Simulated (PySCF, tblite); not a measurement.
# C₂H₄F₂O₄Si: geometry, infrared bands and NMR shifts

Wanted: the infrared bands and NMR shifts of C₂H₄F₂O₄Si (`O=CO[Si](O)(O)C(F)F`), by calculation.

Computed with tblite 0.8.0 and PySCF 2.14.0, with density-fitted response routines of our own, on a single molecule in the gas phase. Atoms are numbered from 0 throughout.

## (1) Starting geometry

13 atoms, charge 0, multiplicity 1; geometry from: force field or distance geometry start.

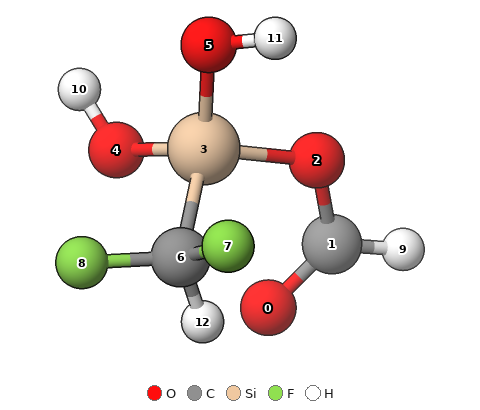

As it starts; oxygen red, carbon grey, silicon light orange, fluorine green, hydrogen white, atoms numbered.

## (2) Relaxing the molecule with GFN2-xTB

The job: settings as JSON, then the geometry in Å.

```
{"job": {"kind": "relax", "xc": "GFN2-xTB", "basis": "xTB"}, "charge": 0, "multiplicity": 1}
O      1.708100    -0.555700    -1.460600
C      2.174100    -0.300400    -0.338600
O      1.364900     0.224700     0.684700
Si    -0.311100     0.528100     0.295100
O     -0.384400     1.613100    -0.982100
O     -1.053600     1.064100     1.731700
C     -1.124400    -1.062100    -0.317000
F     -1.474600    -1.844300     0.743900
F     -2.234800    -0.693800    -1.039300
H      3.211300    -0.479800    -0.064800
H     -0.775800     2.491000    -0.778200
H     -0.679300     0.554900     2.512500
H     -0.424800    -1.539200    -1.005100
```

Run with:

```sh
> OMP_NUM_THREADS=1 python probes_run.py task.json out
```

The driver reads the jobs from task.json and runs them one after another.

Log:

```text
step      E/eV     max force
  0    -921.95554    3.917
  1    -922.34024    4.790
  2    -922.56394    1.416
  3    -922.63207    0.837
  4    -922.68331    0.498
  5    -922.70525    0.448
  6    -922.72960    0.401
  7    -922.74428    0.323
  8    -922.75720    0.369
  9    -922.76582    0.338
 10    -922.77217    0.215
 11    -922.77704    0.205
 12    -922.78097    0.187
 13    -922.78412    0.189
 14    -922.78737    0.166
 15    -922.79178    0.209
 16    -922.79761    0.210
 17    -922.80342    0.253
 18    -922.80771    0.209
 19    -922.81061    0.160
 20    -922.81263    0.144
 21    -922.81454    0.116
 22    -922.81629    0.132
 23    -922.81812    0.139
 24    -922.82007    0.184
 25    -922.82218    0.164
 26    -922.82405    0.122
 27    -922.82613    0.143
 28    -922.82817    0.120
 29    -922.83062    0.142
 30    -922.83251    0.116
 31    -922.83408    0.122
 32    -922.83559    0.120
 33    -922.83789    0.160
 34    -922.84104    0.145
 35    -922.84313    0.148
 36    -922.84395    0.086
 37    -922.84497    0.088
 38    -922.84644    0.106
 39    -922.84774    0.080
 40    -922.84853    0.061
 41    -922.84908    0.066
 42    -922.84969    0.078
 43    -922.85042    0.073
 44    -922.85107    0.060
 45    -922.85146    0.047
 46    -922.85169    0.044
 47    -922.85191    0.048
 48    -922.85219    0.057
 49    -922.85253    0.046
 50    -922.85285    0.041
 51    -922.85306    0.033
 52    -922.85323    0.039
 53    -922.85346    0.054
 54    -922.85371    0.052
 55    -922.85393    0.034
 56    -922.85409    0.033
 57    -922.85425    0.047
 58    -922.85442    0.044
 59    -922.85457    0.030
 60    -922.85464    0.027
 61    -922.85468    0.014
 62    -922.85471    0.023
 63    -922.85477    0.030
 64    -922.85484    0.026
 65    -922.85488    0.018
 66    -922.85490    0.023
 67    -922.85492    0.025
 68    -922.85495    0.022
 69    -922.85498    0.020
 70    -922.85500    0.019
 71    -922.85502    0.012
 72    -922.85503    0.013
 73    -922.85505    0.013
 74    -922.85506    0.019
 75    -922.85509    0.024
 76    -922.85512    0.026
 77    -922.85517    0.021
 78    -922.85522    0.016
 79    -922.85525    0.009
```

Wall time 0.83 s (1 thread of Arm Neoverse N1, shared host); peak memory 0.18 GiB.

Relaxation path: (not every step is listed)

```
step  energy from step 0 (eV)  largest force (eV/Å)
   0                   0.0000                3.9166
   1                  -0.3847                4.7900
   2                  -0.6084                1.4164
   3                  -0.6765                0.8370
   4                  -0.7278                0.4979
   5                  -0.7497                0.4483
   6                  -0.7741                0.4013
   7                  -0.7887                0.3227
   8                  -0.8017                0.3691
  14                  -0.8318                0.1661
  20                  -0.8571                0.1441
  26                  -0.8685                0.1219
  32                  -0.8800                0.1198
  38                  -0.8909                0.1059
  44                  -0.8955                0.0603
  50                  -0.8973                0.0407
  56                  -0.8986                0.0331
  62                  -0.8992                0.0229
  68                  -0.8994                0.0220
  74                  -0.8995                0.0186
  75                  -0.8995                0.0244
  76                  -0.8996                0.0261
  77                  -0.8996                0.0205
  78                  -0.8997                0.0163
  79                  -0.8997                0.0088
```

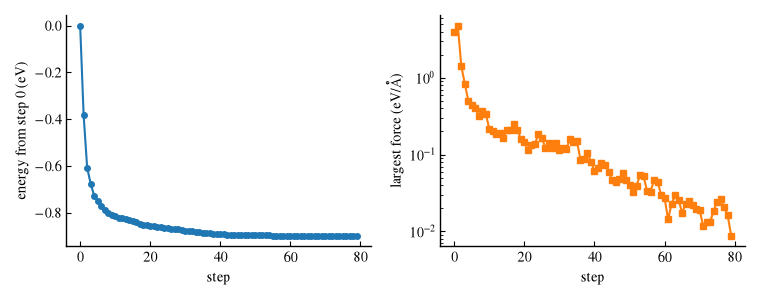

Energy and force, step by step.

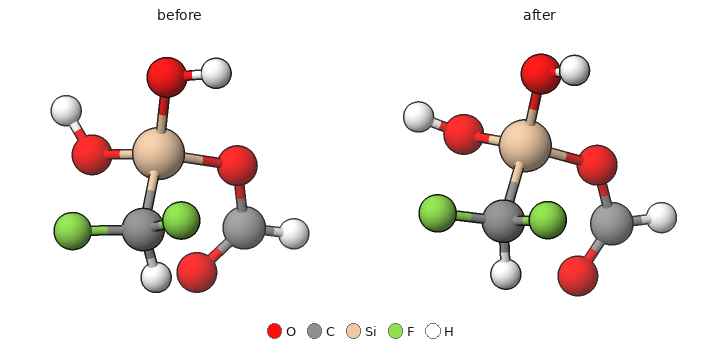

Before and after, at one scale.

Distances of close pairs at the start and the end, largest changes first:

```
  bond  before (Å)  after (Å)  change (Å)
Si3–O5       1.704      1.608      -0.096
O2–Si3       1.747      1.656      -0.091
 C1–O2       1.406      1.320      -0.086
Si3–O4       1.677      1.604      -0.073
 O0–C1       1.241      1.190      -0.051
O5–H11       1.005      0.955      -0.049
Si3–C6       1.888      1.937      +0.049
O4–H10       0.983      0.955      -0.028
```

The next job starts from the end point, and lists it.

## (3) Vibrational analysis with GFN2-xTB

The job: settings as JSON, then the geometry in Å.

```
{"job": {"kind": "ir", "xc": "GFN2-xTB", "basis": "xTB"}, "charge": 0, "multiplicity": 1}
O      1.922423    -0.829668    -1.371675
C      2.219575    -0.344677    -0.326040
O      1.389511     0.239784     0.518231
Si    -0.210971     0.601828     0.296299
O     -0.274806     1.812762    -0.753763
O     -0.785627     1.062007     1.725782
C     -1.149589    -0.959532    -0.362525
F     -1.346976    -1.867010     0.642549
F     -2.400302    -0.630312    -0.803051
H      3.242988    -0.336727     0.084229
H     -1.085730     2.273866    -0.957803
H     -0.868134     0.473791     2.473832
H     -0.656750    -1.495625    -1.183793
```

Log:

```text
mode    cm-1     km/mol
  1      30.4      2.84
  2      47.2      2.02
  3      84.9      0.29
  4     114.1      2.96
  5     133.8     13.04
  6     169.7     21.94
  7     210.5     17.78
  8     248.0     53.63
  9     259.7     43.63
 10     273.8     69.64
 11     300.1    125.99
 12     326.4     32.75
 13     385.7    101.65
 14     500.4      0.44
 15     647.8     14.85
 16     697.1     19.13
 17     731.0    145.52
 18     795.5    266.13
 19     800.5    307.16
 20     928.9    238.28
 21     946.6      4.45
 22     986.0     59.65
 23    1015.8    353.42
 24    1076.9    105.26
 25    1180.3    505.20
 26    1248.8     24.13
 27    1267.8      1.66
 28    1351.4     13.11
 29    1794.9    454.20
 30    2834.4     88.29
 31    2921.3     17.82
 32    3643.8     94.84
 33    3648.5     62.71
```

Run time: 0.69 s. Hardware: 1 thread of Arm Neoverse N1, shared host; peak memory 0.18 GiB.

The strongest bands and the atoms that carry them (share of the mass-weighted mode):

```
cm⁻¹  km/mol                       atoms
 300   126.0  H11 44 %, O5 17 %, O4 12 %
 731   145.5            O2 48 %, O0 20 %
 796   266.1                    H11 83 %
 800   307.2           H10 68 %, O4 13 %
 929   238.3  Si3 35 %, O5 32 %, O4 21 %
1016   353.4  Si3 39 %, O4 27 %, O5 15 %
1180   505.2            O2 51 %, C1 41 %
1795   454.2            C1 58 %, O0 40 %
```

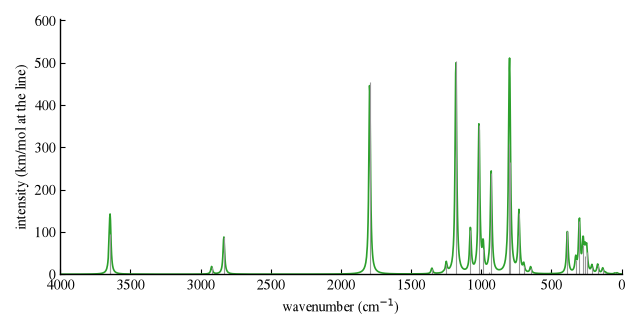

The infrared spectrum from these modes, unscaled. Lines are broadened to a width of 14 cm⁻¹ (Lorentzian).

## (4) NMR shieldings: PBE0/pcSseg-1

Same as in step 3 but for these lines:

```diff
@@ -1,2 +1,2 @@
-{"job": {"kind": "ir", "xc": "GFN2-xTB", "basis": "xTB"}, "charge": 0, "multiplicity": 1}
+{"job": {"kind": "nmr", "xc": "PBE0", "basis": "pcSseg-1"}, "charge": 0, "multiplicity": 1}
 O      1.922423    -0.829668    -1.371675
```

With the program's defaults for keys left out, this is: GIAO PBE0/pcSseg-1 NMR shielding, non-relativistic, gas phase.

Log:

```text
coarse grid: 12792 points
cycle   1  E = -867.6130617734  dE =  1.663e+00  |g| = 1.411e+00  |ddm| = 3.344e+00
cycle   2  E = -867.0548167199  dE =  5.582e-01  |g| = 2.263e+00  |ddm| = 2.043e+00
cycle   3  E = -867.9377985736  dE = -8.830e-01  |g| = 3.021e-01  |ddm| = 1.405e+00
cycle   4  E = -867.9520543138  dE = -1.426e-02  |g| = 1.230e-01  |ddm| = 2.273e-01
cycle   5  E = -867.9546353322  dE = -2.581e-03  |g| = 1.584e-02  |ddm| = 7.283e-02
cycle   6  E = -867.9546852568  dE = -4.992e-05  |g| = 5.908e-03  |ddm| = 1.414e-02
cycle   7  E = -867.9546910389  dE = -5.782e-06  |g| = 1.774e-03  |ddm| = 3.814e-03
final grid: 123872 points
cycle   8  E = -868.0599173828  dE = -2.759e-05  |g| = 1.315e-02  |ddm| = 1.851e-02
cycle   9  E = -868.0598728223  dE =  4.456e-05  |g| = 2.082e-02  |ddm| = 1.741e-02
cycle  10  E = -868.0599457786  dE = -7.296e-05  |g| = 2.347e-03  |ddm| = 1.104e-02
cycle  11  E = -868.0599467487  dE = -9.700e-07  |g| = 3.764e-04  |ddm| = 1.457e-03
cycle  12  E = -868.0599467720  dE = -2.336e-08  |g| = 8.304e-05  |ddm| = 2.431e-04
cycle  13  E = -868.0599467732  dE = -1.213e-09  |g| = 2.110e-05  |ddm| = 7.066e-05
cycle  14  E = -868.0599467733  dE = -6.980e-11  |g| = 6.881e-06  |ddm| = 1.770e-05
converged SCF energy = -868.0599467733

GIAO shielding tensors (ppm)
atom      isotropic    diamagn.    paramagn.     s11        s22        s33       span
  0 O     -131.162     402.584    -533.747   -404.306   -245.167    255.986    660.292
  1 C       23.451     244.380    -220.929    -82.608     74.534     78.428    161.037
  2 O      112.244     401.915    -289.671    -27.435    161.074    203.093    230.527
  3 Si     418.484     880.944    -462.460    387.907    413.656    453.889     65.982
  4 O      293.340     388.698     -95.358    271.126    286.079    322.816     51.690
  5 O      295.929     388.460     -92.532    269.514    289.881    328.391     58.878
  6 C       61.390     251.452    -190.062     46.139     63.086     74.945     28.805
  7 F      332.383     474.680    -142.298    198.482    336.473    462.193    263.711
  8 F      332.654     473.074    -140.420    196.304    333.012    468.648    272.344
  9 H       23.734      25.210      -1.476     19.163     23.472     28.567      9.403
 10 H       28.773      30.510      -1.737     20.843     22.544     42.932     22.089
 11 H       28.838      31.522      -2.683     20.703     22.990     42.822     22.119
 12 H       25.145      31.118      -5.973     23.237     24.561     27.636      4.399
```

Wall time 59 s (1 thread of Arm Neoverse N1, shared host); peak memory 0.81 GiB.

The references, computed at this level on geometries of the same kind, shield at (ppm): ¹H TMS 31.72, ¹³C TMS 186.9, ²⁹Si TMS 349.2, ¹⁹F CFCl3 170.9, ¹⁷O H2O 336.1. Their shielding less the atom's gives the shift. The references are single molecules in the gas phase, so shifts against H2O, NH3, PH3, H3PO4 or CFCl3 are not on the usual liquid scales and can be off by tens of ppm. Atoms listed in one row are averaged.

```
   atoms                                 environment  σ (ppm)  δ (ppm)  δ scaled to CDCl3
      C1                             carbonyl carbon     23.5    163.5              157.6
      C6                 sp3 CH bonded to 2 F and Si     61.4    125.5              120.6
      H9               hydrogen on a carbonyl carbon    23.73     7.98               7.63
     H12  hydrogen on an sp3 CH bonded to 2 F and Si    25.14     6.57               6.30
H10, H11          hydrogen on an oxygen bonded to Si    28.81     2.91                  –
      O0                             carbonyl oxygen   -131.2    467.2                  –
      O2                      oxygen bonded to C, Si    112.2    223.8                  –
  O4, O5                      oxygen bonded to Si, H    294.6     41.4                  –
     Si3                    silicon bonded to C, 3 O    418.5    -69.3                  –
  F7, F8                     fluorine of a CF2 group    332.5   -161.6                  –
```

The scaled column applies a straight-line fit of computed shieldings to shifts measured in CDCl3, and one for carbons that bear F (root-mean-square error 0.16 ppm for H, 1.9 ppm for C).

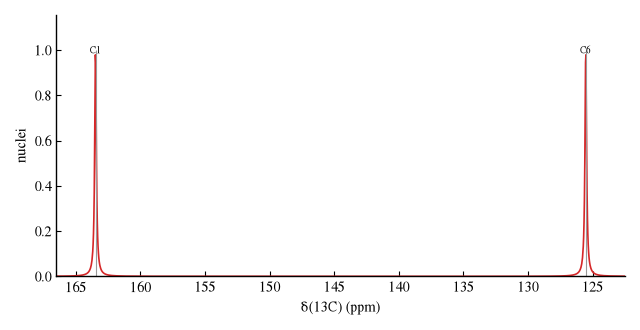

¹³C lines at the computed shifts, without couplings. Lines are broadened to a width of 0.15 ppm (Lorentzian).

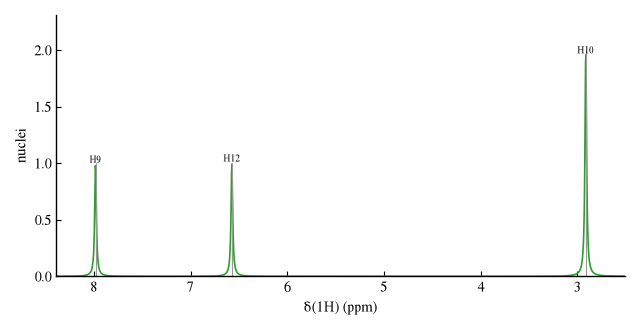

¹H lines at the computed shifts, without couplings. Lines are broadened to a width of 0.02 ppm (Lorentzian).

The run also stored atomic charges by several schemes (e):

```
 atoms  Mulliken    IAO  Hirshfeld  ESP fit
    O0     -0.39  -0.43      -0.24    -0.53
    C1      0.45   0.42       0.19     0.65
    O2     -0.56  -0.59      -0.19    -0.51
   Si3      1.23   1.59       0.52     1.00
O4, O5     -0.53  -0.78      -0.30    -0.65
    C6      0.20   0.12       0.05    -0.11
F7, F8     -0.32  -0.31      -0.12    -0.16
```

Hirshfeld charges:

O0 -0.24; C1 0.19; O2 -0.19; Si3 0.52; O4 -0.29; O5 -0.30; C6 0.05; F7 -0.12; F8 -0.12; H9 0.07; H10 0.20; H11 0.19; H12 0.04

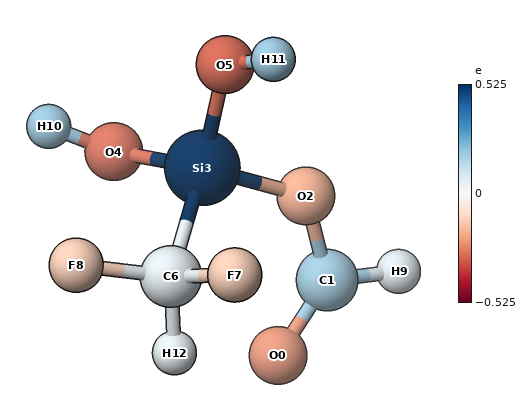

Hirshfeld charges, as colours on the atoms.

Mayer bond orders: O0–C1 1.99, C1–O2 1.08, O2–Si3 0.84, Si3–O4 1.11, Si3–O5 1.11, Si3–C6 0.81, C6–F7 0.90, C6–F8 0.90.

The fields below are evaluated on a grid from the run's orbitals.

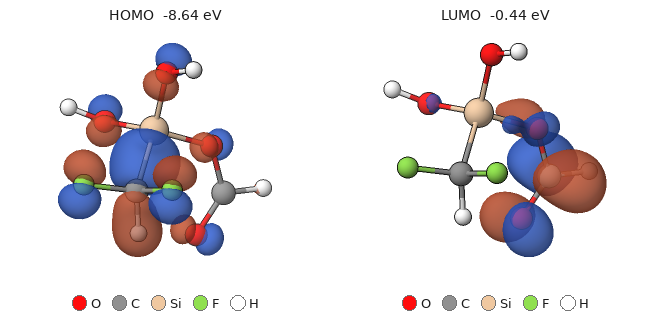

Frontier orbitals at PBE0/pcSseg-1; each surface holds 70 % of the orbital's density, blue and red mark the sign.

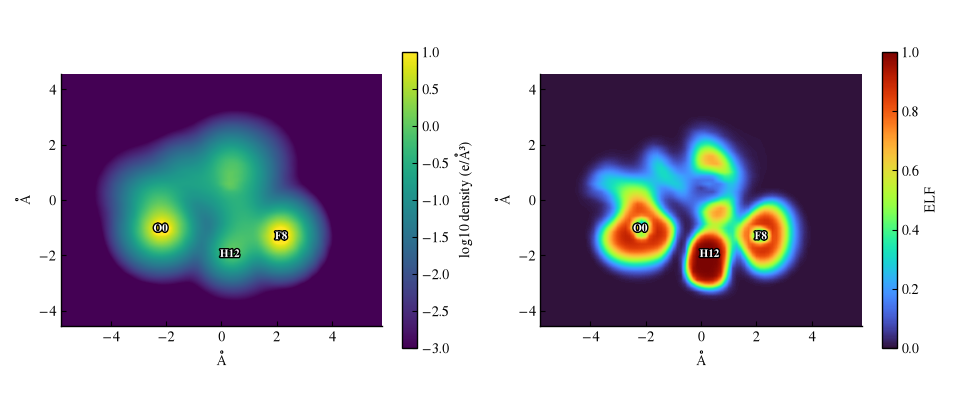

Density (left) and ELF (right) in a plane through or near 3 of the atoms.

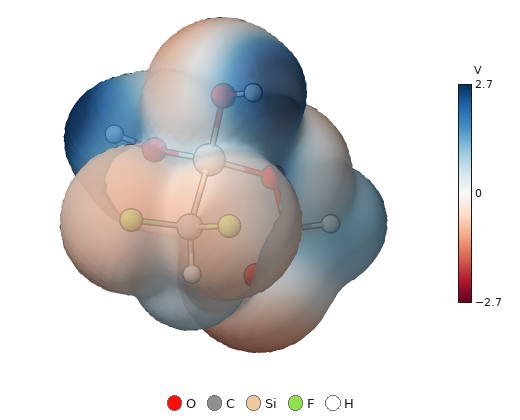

The potential that a unit positive charge feels on the 0.002 e/bohr³ surface, from -1.32 V near O0 to 2.70 V near H10.

## (5) What came out

| quantity | value |
| --- | --- |
| strongest single infrared mode (GFN2-xTB) | 1180 cm⁻¹, 505 km/mol |
| zero-point energy (GFN2-xTB) | 45.2 kcal/mol |
| ¹³C shifts against TMS (PBE0/pcSseg-1) | 163.5, 125.5 ppm |
| ¹H shifts against TMS (PBE0/pcSseg-1, means over atoms taken as alike) | 7.98, 6.57, 2.91 ppm |
| ¹⁷O shifts against H2O (PBE0/pcSseg-1, means over atoms taken as alike) | 467.2, 223.8, 41.4 ppm |
| ²⁹Si shifts against TMS (PBE0/pcSseg-1) | -69.3 ppm |
| ¹⁹F shifts against CFCl3 (PBE0/pcSseg-1, means over atoms taken as alike) | -161.6 ppm |
| surface potential, least and greatest | -1.32 V and 2.70 V |

In words: The optimisation took 79 steps and gained 0.900 eV; among the close pairs (by a distance rule), Si3–O5 changed most, from 1.704 to 1.608 Å. All 33 modes are real, so the xTB geometry is a minimum. The strongest single mode, at 1180 cm⁻¹, moves mainly O2 and C1. GFN2-xTB is a fitted tight-binding method: band positions and strengths are rough. Its intensities can rank the bands wrongly. At PBE0/pcSseg-1: Shielding is most anisotropic at O0 (span 660 ppm, paramagnetic term -534 ppm). At PBE0/pcSseg-1, counted by nearest atom on the grid, the HOMO lies on C6 24 %; F7, F8 about 14 % each, the LUMO on C1 43 %; O0 27 %.
